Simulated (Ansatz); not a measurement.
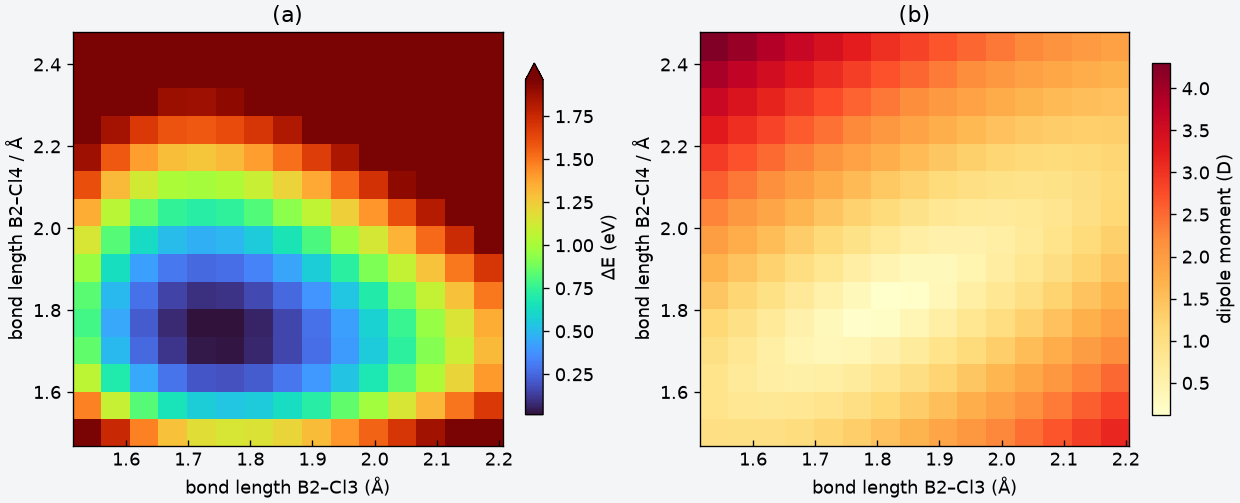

BCl₂F, SMILES FB(Cl)Cl. Coordinates scanned: (1) bond length B2–Cl3; (2) bond length B2–Cl4. Nothing is relaxed (all other coordinates rigid). The scan uses a 15 × 15 grid. Points are written as (first, second). All energies are given in eV relative to the relaxed molecule at the same level. Method: Ansatz, RHF/def2-TZVP.

Panel (a) is the energy; panel (b) is the computed dipole moment, in D.

Drawn: one coloured cell a grid point, one colour for all values above the top of the scale.

How does the dipole moment vary over the map, and what is it at the lowest grid point?

Answer. Leaving out the highest fifth of the energies, it runs from 0.12 D at (1.813 Å, 1.838 Å) to 3.38 D at (1.583 Å, 2.310 Å). At the lowest grid point, (1.767 Å, 1.771 Å), it is 0.15 D.
